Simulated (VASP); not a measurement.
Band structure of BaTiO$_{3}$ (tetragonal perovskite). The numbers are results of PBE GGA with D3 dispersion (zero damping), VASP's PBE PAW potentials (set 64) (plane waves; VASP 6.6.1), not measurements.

Unless said otherwise, spin-orbit coupling is left out, though it shifts the bands of the heavy elements here.

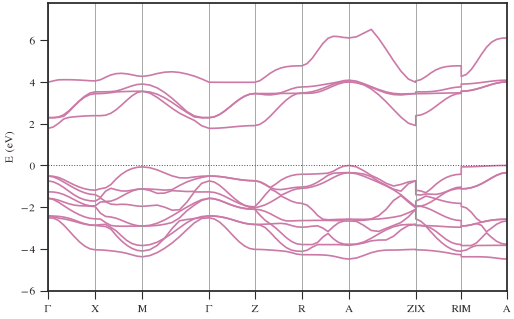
Figure. Bands along high-symmetry lines, zero at the valence-band maximum or, without a gap, the Fermi level

Question: Read the plot: is there a gap, and where are the band edges?

Answer: The gap is indirect, 1.78 eV, from the valence maximum at A to the conduction minimum at Γ. (Edges off the drawn lines would not show.)

The compound is BaTiO3 in the tetragonal perovskite structure. It was relaxed first.
